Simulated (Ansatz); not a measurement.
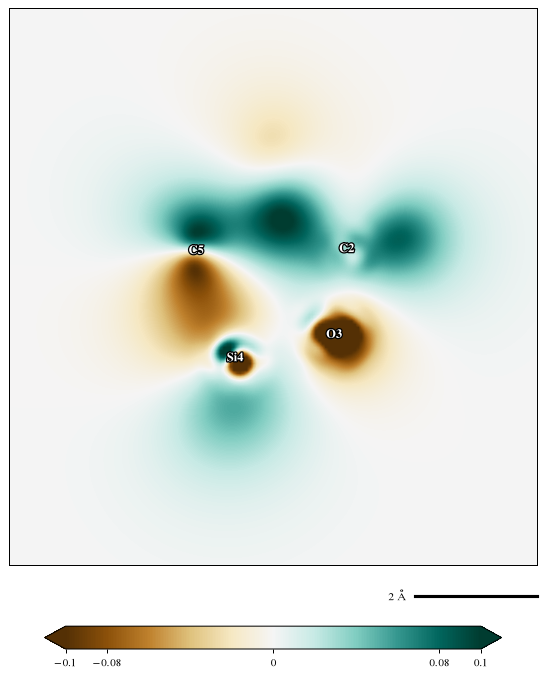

Figure. C3H8OSi. The HOMO on the plane of atoms C2, O3 and Si4 (values in Å⁻³ᐟ²; the overall sign is arbitrary).

Geometry: PBE0-D4/def2-TZVP.

The calculation used RKS PBE0-D4/def2-TZVPP in Ansatz 0.2.0.

Input

```
crystal:
  periodic: [false, false, false]
  atoms:
    - {symbol: C, position_ang: [-0.915006, 0.333414, 0.568606]}
    - {symbol: C, position_ang: [-0.001635, -0.713472, 1.201553]}
    - {symbol: O, position_ang: [0.706197, -1.390499, 0.170424]}
    - {symbol: Si, position_ang: [0.884924, -0.445405, -1.181654]}
    - {symbol: C, position_ang: [-0.132970, 1.010196, -0.567980]}
    - {symbol: H, position_ang: [-1.269293, 1.045923, 1.318683]}
    - {symbol: H, position_ang: [-1.794628, -0.170720, 0.156100]}
    - {symbol: H, position_ang: [0.716458, -0.237172, 1.882308]}
    - {symbol: H, position_ang: [-0.566676, -1.453431, 1.773786]}
    - {symbol: H, position_ang: [2.315908, -0.132966, -1.442391]}
    - {symbol: H, position_ang: [0.334261, -1.141021, -2.375591]}
    - {symbol: H, position_ang: [0.528810, 1.790009, -0.178938]}
    - {symbol: H, position_ang: [-0.785849, 1.470646, -1.310106]}
basis:
  gaussian: {orbitals: def2-TZVPP}
hamiltonian: {xc: pbe0, dispersion: d4}
output: {orbitals: {seedname: orbitals}}
```

Launched as:

```sh
ansatz run in.yaml --threads 4 --pin off --events-out ev --progress --plain --max-ram 10444MiB
```

Describe this orbital and give its energy.

By Hirshfeld shares it lies mainly on O3 (about 45 %), Si4 (about 10 %), C2 (about 10 %), H11 (about 10 %), H8 (about 10 %) and H10 (about 5 %). Its energy is −7.82 eV.
